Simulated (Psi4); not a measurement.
# GaH2O2 (SMILES [OH][Ga][OH]) at UOMP2/def2-SVPD (density fitting for correlation)

What is the vertical ionisation energy of GaH2O2 at UOMP2/def2-SVPD (density fitting for correlation)? 

The calculation is run with Psi4 1.11.

## 1. Starting point

GaH2O2 has 5 atoms, charge 0, and is taken as a doublet. SMILES: `[OH][Ga][OH]`. The coordinates come from a PBE0-D4/def2-TZVP relaxation. This is one conformer, not always the lowest.

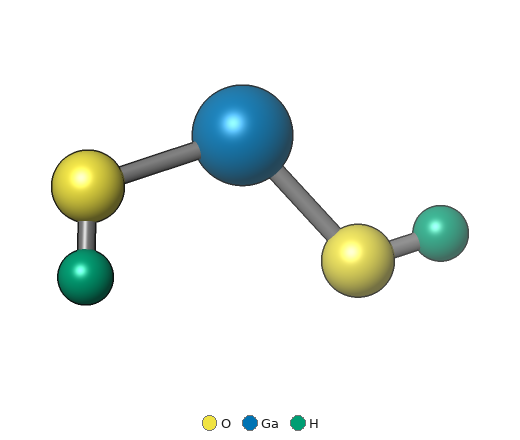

The structure, seen from a chosen angle (oxygen yellow, gallium blue, hydrogen teal).

## 2. A single-point energy at UOMP2/def2-SVPD (density fitting for correlation)

run.py reads:

```python
import numpy as np
from ase.calculators.psi4 import Psi4
from ase import Atoms

a = Atoms(['O', 'Ga', 'O', 'H', 'H'], positions=[
    [-0.370600, 0.021600, -1.274400],
    [-0.311700, -0.753800, 0.353600],
    [0.618200, 0.154900, 1.591100],
    [-0.867400, -0.464600, -1.936500],
    [0.981500, 0.968200, 1.224700],
])
calc = Psi4(atoms=a, method='omp2', basis='def2-SVPD', memory='2200MB', num_threads=1, charge=0, multiplicity=2, label='gah2o2', reference='uhf')
calc.psi4.set_options({'puream': True, 'e_convergence': 1e-09, 'd_convergence': 1e-08, 'scf_type': 'pk', 'num_frozen_docc': 11, 'maxiter': 100})
a.calc = calc

print(f'energy: {a.get_potential_energy():.6f} eV')
```

Launch:

```
$ python run.py
```

gah2o2.dat:

```text
[...]
  Running in c1 symmetry.
[...]
  Nuclear repulsion =  182.431292115847441
[...]
  Multiplicity = 2
[...]
  Nalpha       = 25
  Nbeta        = 24
[...]
    Number of basis functions: 100
[...]
   @UHF iter   1: -2072.53968493403454   -3.68267e+00   2.24345e-02 ADIIS/DIIS
[...]
   @UHF iter  16: -2073.81871747445848   -1.09139e-11   9.82798e-09 DIIS
[...]
   @S^2 Observed:                7.553237463E-01
[...]
    Orbital Energies [Eh]
    ---------------------
    Alpha Occupied:
       1A   -378.810683     2A    -48.176475     3A    -42.517637
       4A    -42.516101     5A    -42.514271     6A    -20.556293
       7A    -20.547942     8A     -6.423051     9A     -4.519443
      10A     -4.516863    11A     -4.512054    12A     -1.313466
      13A     -1.306745    14A     -1.227679    15A     -1.226913
      16A     -1.225694    17A     -1.212388    18A     -1.199805
      19A     -0.685478    20A     -0.655888    21A     -0.562166
      22A     -0.519506    23A     -0.507754    24A     -0.484040
      25A     -0.352383
    Alpha Virtual:
[...]
  @UHF Final Energy: -2073.81871747445848
   => Energetics <=
    Nuclear Repulsion Energy =            182.4312921158474410
    One-Electron Energy =               -3256.8387227964640260
    Two-Electron Energy =                1000.5887132061578768
    Total Energy =                      -2073.8187174744584809
  UHF NO Occupations:
  HONO-2 :   23  A 1.9995652
  HONO-1 :   24  A 1.9982984
[...]
 Multipole Moments:
 ------------------------------------------------------------------------------------
     Multipole            Electronic (a.u.)      Nuclear  (a.u.)        Total (a.u.)
 ------------------------------------------------------------------------------------
 L = 1.  Multiply by 2.5417464519 to convert [e a0] to [Debye]
 Dipole X            :         -1.8251707            1.3598250           -0.4653458
 Dipole Y            :         -3.7437328            3.2045837           -0.5391491
 Dipole Z            :          1.2178289           -1.6796047           -0.4617758
 Magnitude           :                                                    0.8488023
[...]
	Warning: cc_lambda option is changed to TRUE
	For this residual convergence, default PCG convergence is:     1.00e-07
[...]
	DF-SCS-MP2 Total Energy (a.u.)     : -2074.38751062461461
	DF-SOS-MP2 Total Energy (a.u.)     : -2074.37076757935938
[...]
	DF-SCS-OMP2 Total Energy (a.u.)    : -2074.39871326677530
	DF-SOS-OMP2 Total Energy (a.u.)    : -2074.33597977841373
	DF-SCS(N)-OMP2 Total Energy (a.u.) : -2074.13397806445482
[...]
	DF-OMP2 Total Energy (a.u.)        : -2074.43530782144808
[...]
```

The script printed:

```text
energy: -56448.259944 eV
```

Wall time 1.8 min (1 thread of INTEL XEON PLATINUM 8581C at 2.30GHz (Emerald Rapids), shared host); peak memory 0.43 GiB.

## 3. The singlet cation, same level

calc.in reads:

```
memory 2200 MB

molecule {
  1 1
  O
  Ga 1 1.804189
  O 2 1.794953 1 114.92572
  H 1 0.959988 2 114.93381 3 179.95981
  H 3 0.963168 2 111.13841 1 0.04549
  symmetry c1
}

set {
  reference       rhf
  puream          true
  e_convergence   1e-09
  d_convergence   1e-08
  scf_type        pk
  num_frozen_docc 11
}

energy_value, wavefunction = energy("omp2/def2-SVPD", return_wfn=True)
print_variables()
```

Launch:

```
$ psi4 -n 1 calc.in calc.out
```

calc.out:

```text
[...]
  Running in c1 symmetry.
[...]
  Nuclear repulsion =  182.431293600732971
[...]
  Multiplicity = 1
[...]
  Nalpha       = 24
  Nbeta        = 24
[...]
    Number of basis functions: 100
[...]
   @RHF iter   1: -2072.37157843161231   -3.51456e+00   2.18377e-02 DIIS/ADIIS
[...]
   @RHF iter  13: -2073.49018686887575   -2.27374e-12   4.22764e-09 DIIS
[...]
    Orbital Energies [Eh]
    ---------------------
    Doubly Occupied:
       1A   -379.136788     2A    -48.500020     3A    -42.842576
       4A    -42.841430     5A    -42.837828     6A    -20.818347
       7A    -20.785060     8A     -6.743651     9A     -4.841112
      10A     -4.840145    11A     -4.833840    12A     -1.582432
      13A     -1.572303    14A     -1.552717    15A     -1.550680
      16A     -1.546369    17A     -1.499421    18A     -1.476573
      19A     -0.920071    20A     -0.879250    21A     -0.772999
      22A     -0.751050    23A     -0.728369    24A     -0.715440
[...]
  @RHF Final Energy: -2073.49018686887575
   => Energetics <=
    Nuclear Repulsion Energy =            182.4312936007329711
    One-Electron Energy =               -3242.7060221810811527
    Two-Electron Energy =                 986.7845417114723432
    Total Energy =                      -2073.4901868688757531
[...]
 Multipole Moments:
 ------------------------------------------------------------------------------------
     Multipole            Electronic (a.u.)      Nuclear  (a.u.)        Total (a.u.)
 ------------------------------------------------------------------------------------
 L = 1.  Multiply by 2.5417464519 to convert [e a0] to [Debye]
 Dipole X            :         -0.0001312            0.0001009           -0.0000303
 Dipole Y            :          4.4124779           -2.6126430            1.7998349
 Dipole Z            :          3.0806169           -2.8484463            0.2321706
 Magnitude           :                                                    1.8147475
[...]
	Warning: cc_lambda option is changed to TRUE
	For this residual convergence, default PCG convergence is:     1.00e-07
[...]
	DF-MP2 Total Energy (a.u.)         : -2074.09555684352745
[...]
	DF-MP2 Total Energy (a.u.)         : -2074.11288141846399
[...]
	DF-OMP2 Total Energy (a.u.)        : -2074.11288141857358
[...]
```

It took 29 s on 1 thread of INTEL XEON PLATINUM 8581C at 2.30GHz (Emerald Rapids), shared host; peak memory 0.4 GiB.

## 4. Results

Level: UOMP2/def2-SVPD (density fitting for correlation), 11 core orbitals frozen.

| quantity | value |
| --- | --- |
| doublet GaH2O2: total energy | -2074.43531 Eh |
| doublet GaH2O2: HOMO energy (Hartree–Fock orbitals) (highest over α and β) | -9.59 eV |
| doublet GaH2O2: LUMO energy (Hartree–Fock orbitals) (lowest over α and β) | 0.00 eV |
| doublet GaH2O2: correlation energy (11 core orbitals frozen) | -616.6 mEh |
| doublet GaH2O2: ⟨S²⟩ of the reference determinant | 0.755 |
| singlet cation: total energy | -2074.11288 Eh |
| singlet cation: HOMO energy (Hartree–Fock orbitals) | -19.47 eV |
| singlet cation: LUMO energy (Hartree–Fock orbitals) | -8.27 eV |
| singlet cation: HOMO–LUMO gap (Hartree–Fock orbitals) | 11.20 eV |
| singlet cation: correlation energy (11 core orbitals frozen) | -622.7 mEh |
| vertical ionisation energy (to the singlet cation) | 8.774 eV |

What this shows: Removing an electron at fixed nuclei costs 8.77 eV (202 kcal/mol). Only the singlet of the ionised species was computed; a triplet could lie lower.
